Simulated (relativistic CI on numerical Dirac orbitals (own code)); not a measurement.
```
atom V  Z=23  charge=5  electrons=18
nucleus A=51  rms_radius_fm=3.6002
hamiltonian dirac-coulomb  breit=on  qed=on  c_scale=1
orbitals kli  potential=per-configuration
slater_scale 1
correlation none
mixing on
configurations
  [Ne] 3s2 3p6
  [He] 2s2 2p5 3s2 3p6 3d
end
absorption L2,3 T=10 lorentz=0.6 gauss=0.3
crystal_field Oh 10Dq=20650
```

Multiplet model: relativistic Dirac–Coulomb–Breit theory, one configuration a step, Slater integrals scaled by 1, 10 K, Voigt broadening (Lorentzian 0.6 eV, Gaussian 0.3 eV full widths), computed with a radial Dirac CI code.

The L₂,₃ X-ray absorption spectrum that results, with the strongest transitions as sticks:

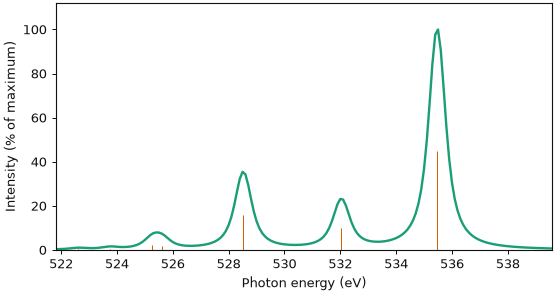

The main maxima lie at 525.4 eV (8), 528.5 eV (35), 532.0 eV (23) and 535.5 eV (100), heights in % of the largest; the centroid is at 532.9 eV. The ground state has S = 0.00.

Limits of the model: free-ion energies, so absolute edge positions are off by a few eV from solids.
